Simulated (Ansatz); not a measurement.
CH5BCl2FN: several calculations on one system

## 1. Relaxation

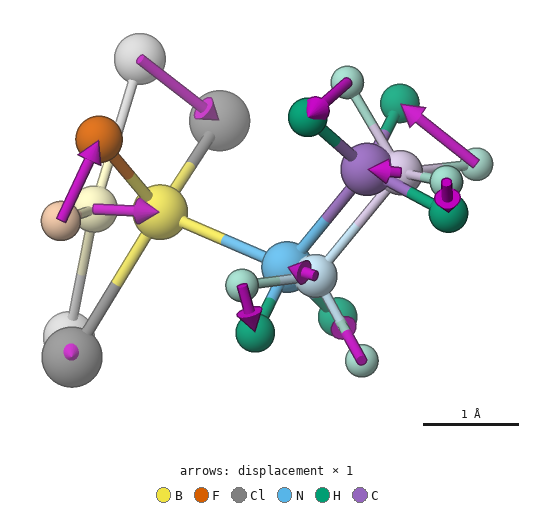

This is a relaxation of CH5BCl2FN. The starting structure is drawn faded, the final one solid; purple arrows show the displacements, at their true length. The two geometries are superimposed by the best rigid fit.

A ball-and-stick model, seen at a tilt.

The run prepares an end point of a later path (reaction) calculation, from a guessed geometry.

All numbers below come from RKS r2SCAN-D4/def2-SVP in Ansatz 0.2.0. Settings: no spin polarisation; force threshold 0.03 eV/Å; at most 50 steps.

### What happened in the run?

The largest move after the best rigid fit is that of a Cl atom, 1.20 Å. Largest moves by element: Cl 1.20 Å, H 1.03 Å, F 0.95 Å, B 0.76 Å, N 0.37 Å, C 0.37 Å. Some distances before and after: B–N 2.735 → 1.638 Å, B–Cl 1.755 → 1.846 Å, B–F 1.325 → 1.363 Å, C–N 1.454 → 1.479 Å. New bonds form, among them: B–N (2.73 → 1.64 Å). Bond angles that change, for instance: Cl–B–Cl 121.6° → 113.7°, F–B–Cl 118.8° → 113.5°, N–C–H 115.2° → 110.9°. Over 14 accepted moves (15 points after the start) the energy falls by 27.1 kcal/mol. The largest force component goes from 0.86 to 0.022 eV/Å. The line search rejected the trial step at point 1 of the run. Cost: 54 s on 4 threads of Arm Neoverse V1, with other jobs on the host, peak memory 0.21 GiB.

## 2. Relaxation

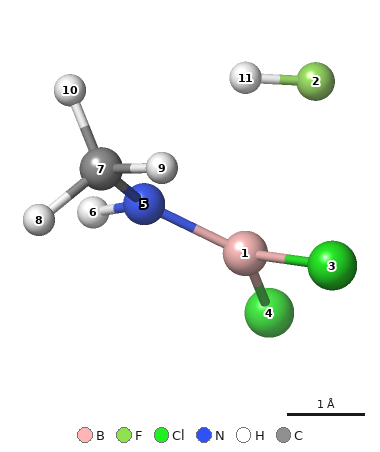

Starting structure of CH5BCl2FN. A ball-and-stick model, seen from a free direction.

The run prepares an end point of a later path (reaction) calculation, from a guessed geometry.

The calculation used RKS r2SCAN-D4/def2-SVP in Ansatz 0.2.0.

Input file:
```yaml
crystal:
  periodic: [false, false, false]
  atoms:
    - { symbol: B, position_ang: [0.135753, -0.638491, -0.166819] }
    - { symbol: F, position_ang: [-0.578189, 0.927427, 1.687017] }
    - { symbol: Cl, position_ang: [1.691636, 0.147545, -0.410805] }
    - { symbol: Cl, position_ang: [-1.254202, -0.245954, -1.179227] }
    - { symbol: "N", position_ang: [0.004864, -1.766263, 0.777593] }
    - { symbol: H, position_ang: [-0.871289, -2.280826, 0.731205] }
    - { symbol: C, position_ang: [1.077222, -2.415402, 1.506043] }
    - { symbol: H, position_ang: [1.296821, -3.416719, 1.095057] }
    - { symbol: H, position_ang: [1.989314, -1.806895, 1.433154] }
    - { symbol: H, position_ang: [0.835237, -2.532686, 2.576586] }
    - { symbol: H, position_ang: [-0.623067, 0.045164, 1.961495] }
basis:
  gaussian: { orbitals: def2-SVP }
hamiltonian:
  xc: r2scan
  dispersion: d4
relax:
  f_tol: 0.03
  max_steps: 50
```

Run as
```bash
ansatz run input.yaml --threads 4 --pin off --max-ram 5120MiB --backend cpu --events-out ev --progress --plain --runs-dir out
```

Where does the relaxation end?

After 11 accepted moves (13 points after the start) the energy has fallen by 0.211 eV. The largest force component goes from 1.9 to 0.019 eV/Å. The line search rejected the trial steps at points 3, 10 of the run. F2 moves most after the best rigid fit: 0.85 Å. Largest moves by element: F 0.85 Å, H 0.41 Å, Cl 0.28 Å, B 0.22 Å, C 0.21 Å, N 0.15 Å. Among the contacts that change: B1–N5 1.477 → 1.410 Å, F2–H11 0.925 → 0.940 Å, N5–C7 1.450 → 1.459 Å.

Final geometry:

```xyz
11

B     0.1395   -0.7383   -0.3635
F    -0.3107    0.4809    2.3580
Cl    1.7023    0.0130   -0.6546
Cl   -1.2460   -0.3271   -1.3770
N    -0.0430   -1.6602    0.6880
H    -0.9298   -2.1609    0.6992
C     0.9934   -2.2253    1.5448
H     1.3228   -3.2140    1.1844
H     1.8595   -1.5523    1.5561
H     0.6254   -2.3306    2.5765
H    -0.4091   -0.2682    1.7994
```

After the run, drawn alike:

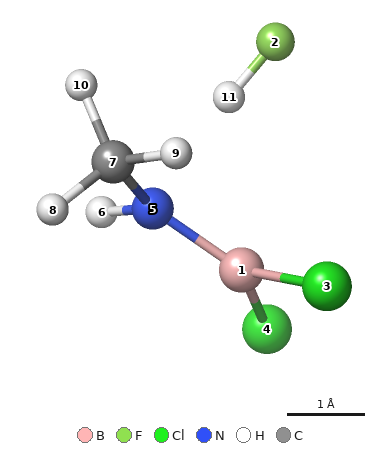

Limits of the set-up: the start holds two separate molecules, 2.3 Å apart at their closest, whose relative position is a soft coordinate.

## 3. Path

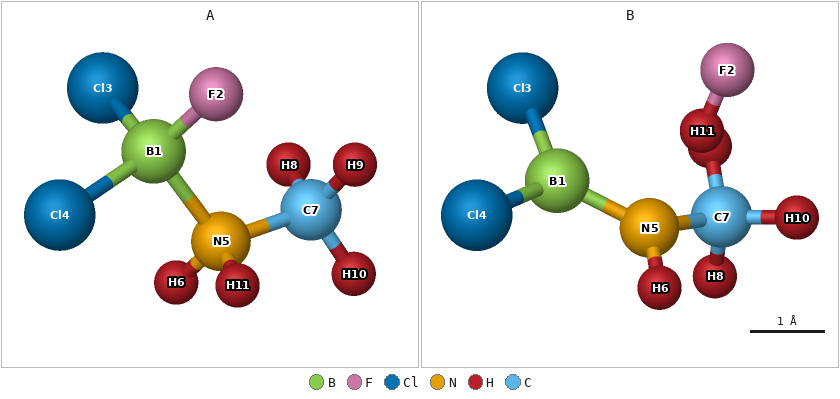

The two relaxed end points of a path for CH5BCl2FN. The picture is a ball-and-stick view, seen at a tilt.

Computed with Ansatz, RKS r2SCAN-D4/def2-SVP.

Run with 5 movable images; climbing image; force threshold 0.03 eV/Å; iteration limit 60.

Start:
```xyz
11

B     0.0944   -0.2573    0.1015
F     0.4146    0.6888    1.0293
Cl    1.4623   -0.6197   -1.0833
Cl   -1.5373    0.0314   -0.7137
N    -0.1348   -1.6449    0.9413
H    -0.3123   -2.3836    0.2539
C     0.9749   -2.0129    1.8469
H     1.8763   -2.1537    1.2375
H     1.1394   -1.1793    2.5399
H     0.7396   -2.9319    2.4008
H    -1.0131   -1.5200    1.4573
```

End:
```xyz
11

B     0.1264   -0.7800   -0.3781
F    -0.5984    0.3921    2.3045
Cl    1.5876    0.1690   -0.6141
Cl   -1.2559   -0.5645   -1.4545
N     0.0216   -1.7090    0.6778
H    -0.7911   -2.3225    0.6590
C     1.0853   -2.1246    1.5853
H     1.5576   -3.0639    1.2531
H     1.8538   -1.3428    1.6232
H     0.6900   -2.2688    2.6020
H    -0.5727   -0.3682    1.7531
```

Question: Predict the minimum-energy path and its barrier.

Answer: Forward barrier 174.4 kJ/mol, backward barrier 43.3 kJ/mol, with image 4 at the top; the reaction energy is +131.0 kJ/mol. Breaking: B1–F2 (1.36 → 1.85 at the top → 3.02 Å), N5–H11 (1.03 → 1.43 at the top → 1.82 Å). Forming: F2–H11 (2.66 → 1.07 at the top → 0.94 Å). The band converged in 19 iterations, with a climbing image at the top.

Energies of the converged images:

| image | path (Å) | E (kJ/mol) |
| --- | --- | --- |
| 0 | 0.00 | 0.0 |
| 1 | 0.81 | 3.5 |
| 2 | 1.61 | 10.3 |
| 3 | 2.42 | 24.5 |
| 4 | 3.23 | 174.4 |
| 5 | 4.10 | 133.0 |
| 6 | 4.97 | 131.0 |

The geometry at the top of the path:

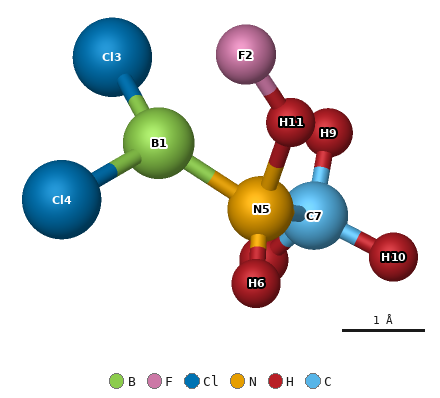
